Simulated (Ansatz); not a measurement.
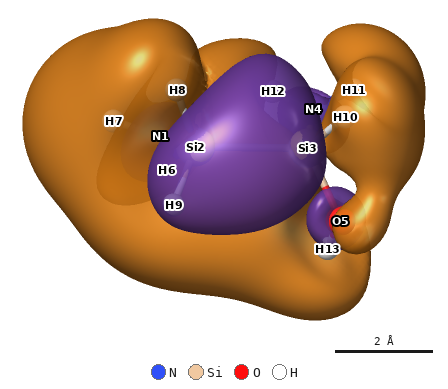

H8N2OSi2 (SMILES N[SiH2][SiH](N)O). The LUMO at ±0.04 Å⁻³ᐟ² (orange and purple are the two phases), seen at an oblique angle.

Geometry: PBE0-D4/def2-TZVP.

These are results of Ansatz 0.2.0, RKS PBE0-D4/def2-TZVPP, not measurements.

Input file:

```
crystal:
  periodic: [false, false, false]
  atoms:
    - {symbol: N, position_ang: [-1.452177, 1.195553, 0.663870]}
    - {symbol: Si, position_ang: [-0.904443, 0.639102, -0.891631]}
    - {symbol: Si, position_ang: [0.882334, -0.838585, -0.480849]}
    - {symbol: N, position_ang: [0.573035, -1.302745, 1.135340]}
    - {symbol: O, position_ang: [2.390281, -0.191599, -0.697730]}
    - {symbol: H, position_ang: [-0.809083, 1.719914, 1.237650]}
    - {symbol: H, position_ang: [-2.371143, 1.608038, 0.722940]}
    - {symbol: H, position_ang: [-2.062000, -0.076680, -1.497825]}
    - {symbol: H, position_ang: [-0.525994, 1.725368, -1.850251]}
    - {symbol: H, position_ang: [0.920622, -1.984351, -1.426928]}
    - {symbol: H, position_ang: [0.982077, -2.098912, 1.594299]}
    - {symbol: H, position_ang: [-0.242715, -0.945358, 1.606514]}
    - {symbol: H, position_ang: [2.639505, 0.515655, -0.100699]}
basis:
  gaussian: {orbitals: def2-TZVPP}
hamiltonian: {xc: pbe0, dispersion: d4}
output: {orbitals: {seedname: orbitals}}
```

Run with:

```sh
ansatz run in.yaml --threads 4 --pin off --events-out ev --progress --plain --max-ram 10444MiB
```

**Where does this orbital lie, and at what energy?**

It lies mainly on Si2 (about 30 %), Si3 (about 20 %), H6 (about 10 %), N1 (about 10 %) and H7 (about 5 %). Its energy is −0.28 eV.
